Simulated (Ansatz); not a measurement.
```yaml
atoms:
  - { symbol: Ge, position_ang: [-0.3601, 0.4832, -0.2578] }
  - { symbol: O, position_ang: [0.1124, -0.1696, 1.3444] }
  - { symbol: H, position_ang: [-0.6658, -0.3405, 1.9086] }
  - { symbol: H, position_ang: [0.9728, 0.6407, -1.0144] }
  - { symbol: H, position_ang: [-1.2073, 1.7733, -0.1105] }
  - { symbol: Cl, position_ang: [-1.6168, -0.9598, -1.3080] }
  - { symbol: H, position_ang: [1.5213, -2.8904, 2.3216] }
  - { symbol: H, position_ang: [1.2422, -2.2323, 2.0313] }
```

Theory: RKS PBE/def2-SVP in Ansatz.

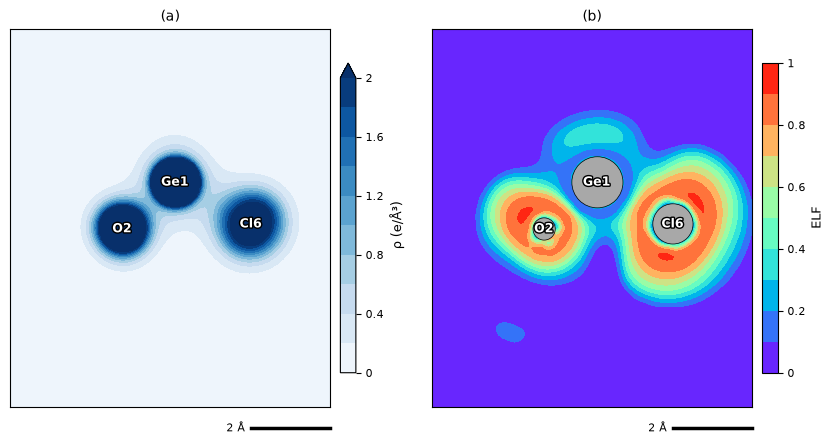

ClGeH3O···H2. (a) total electron density; (b) ELF on the plane of atoms O2, Ge1 and Cl6. Grey discs cover the atomic cores in the ELF map.

### Read the bonding off the picture.

- Atoms in the plane: Ge, O and Cl.
- Ge–O (1.79 Å): the density is about 0.93 e/Å³ at the midpoint; the ELF peaks at about 0.85 in the valence shell of O, 0.6 Å from its nucleus, and is about 0.35 at the midpoint.
- Ge–Cl (2.18 Å): ρ at the midpoint is about 0.69 e/Å³; the ELF peaks at about 0.85 in the valence shell of Cl, 0.8 Å from its nucleus, and is about 0.65 at the midpoint.
- The ELF also peaks beside Cl6 and O2, away from the bonds: lone-pair regions.
